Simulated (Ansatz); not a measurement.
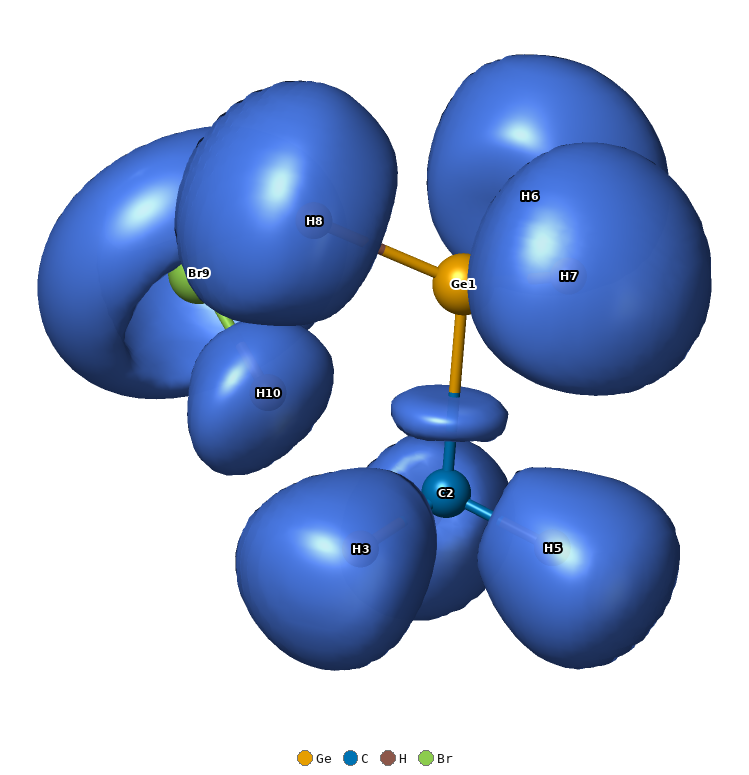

Figure 1: CH6Ge···HBr. Isosurface of the ELF at 0.8 (blue), seen at an oblique angle. Core shells and regions of very low density are left out.

Not at a stationary point (largest force 1.6 eV/Å).

The calculation used Ansatz, RKS r2SCAN/def2-SVP.

| atom | x (Å) | y (Å) | z (Å) |
| --- | --- | --- | --- |
| Ge | -0.0518 | 0.1311 | 0.1705 |
| C | -0.0755 | 0.1923 | 2.1325 |
| H | -1.0228 | -0.1930 | 2.5364 |
| H | 0.7567 | -0.3474 | 2.6116 |
| H | 0.0269 | 1.2434 | 2.4498 |
| H | 1.3921 | 0.0809 | -0.3398 |
| H | -0.7182 | 1.4250 | -0.3275 |
| H | -0.8503 | -1.0647 | -0.3541 |
| Br | 1.3827 | -3.0593 | 1.0543 |
| H | 0.6796 | -1.9692 | 1.8029 |

Where are the electrons localised?

At this value the surface marks out seven regions around hydrogen nuclei, one lobe of the valence shell of C pointing towards Ge (polar bonds) and one ring or bowl of non-bonding electrons around Br.

Values along the shortest contacts:
H4···H10 (1.81 Å): the ELF dips to about 0.10 between them. C–Ge (1.96 Å): the ELF peaks at about 0.90 in the valence shell of C, 0.6 Å from its nucleus, and is about 0.65 at the midpoint.
